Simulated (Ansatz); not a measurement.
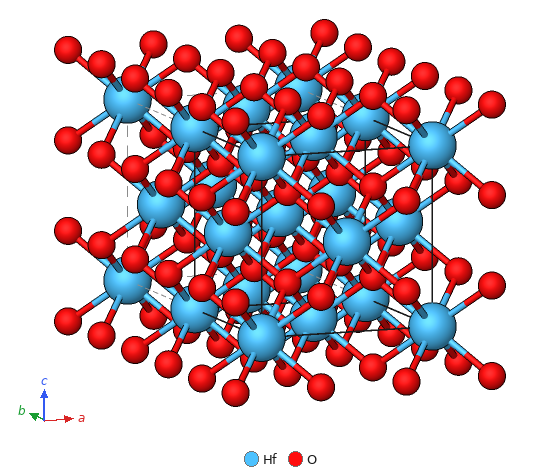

HfO2 (space group Fm-3m, No. 225): a calculation's input that goes back to an entry of the Crystallography Open Database (an earlier step may have relaxed or displaced it).

Bonds are taken as Hf–O below 2.5 Å. Simplification: prune 0- and 1-connected atoms, fold 2-connected ones into links.

> What kind of net remains, and which atoms are its nodes?

A binodal (4,8)-connected, three-periodic net: O is a 4-connected node; Hf is an 8-connected node, in the ratio 2:1.

> Does the net have a name?

It is the flu net, known from fluorite.

> Is the net interpenetrated?

It is a single net, without interpenetration.

> Give the point symbol of each node (shortest cycle at each angle).

O: 4⁶; Hf: 4¹²·6¹²·8⁴.
